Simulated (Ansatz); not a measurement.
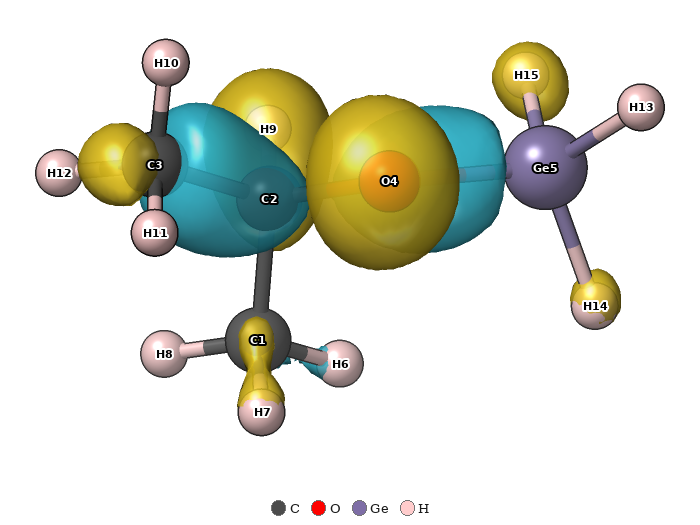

Figure 1: C$_{3}$H$_{10}$GeO (SMILES CC(C)[O][GeH3]). The HOMO−1 at ±0.15 Å⁻³ᐟ² (yellow and cyan are the two phases), seen at a tilt.

Geometry: PBE0-D4/def2-TZVP.

The calculation used Ansatz, RKS PBE0-D4/def2-TZVPP.

```yaml
atoms:
  - { symbol: C, position_ang: [-0.8655, -1.2128, -0.0635] }
  - { symbol: C, position_ang: [0.1215, -0.1990, 0.4856] }
  - { symbol: C, position_ang: [1.3064, -0.8655, 1.1511] }
  - { symbol: O, position_ang: [0.6332, 0.6309, -0.5445] }
  - { symbol: Ge, position_ang: [-0.3804, 1.9104, -1.2497] }
  - { symbol: H, position_ang: [-1.7292, -0.7240, -0.5218] }
  - { symbol: H, position_ang: [-0.3816, -1.8318, -0.8233] }
  - { symbol: H, position_ang: [-1.2352, -1.8642, 0.7321] }
  - { symbol: H, position_ang: [-0.3949, 0.4243, 1.2339] }
  - { symbol: H, position_ang: [2.0000, -0.1150, 1.5337] }
  - { symbol: H, position_ang: [1.8395, -1.4877, 0.4278] }
  - { symbol: H, position_ang: [0.9815, -1.4973, 1.9811] }
  - { symbol: H, position_ang: [0.6067, 2.8358, -1.9682] }
  - { symbol: H, position_ang: [-1.4007, 1.3190, -2.2416] }
  - { symbol: H, position_ang: [-1.1231, 2.6263, -0.1032] }
```

**Where does this orbital lie, and at what energy?**

Its weight (Hirshfeld) is mainly on O4 (about 40 %), C2 (about 15 %), C3 (about 10 %), Ge5 (about 10 %) and H9 (about 10 %). Its energy is −8.38 eV.
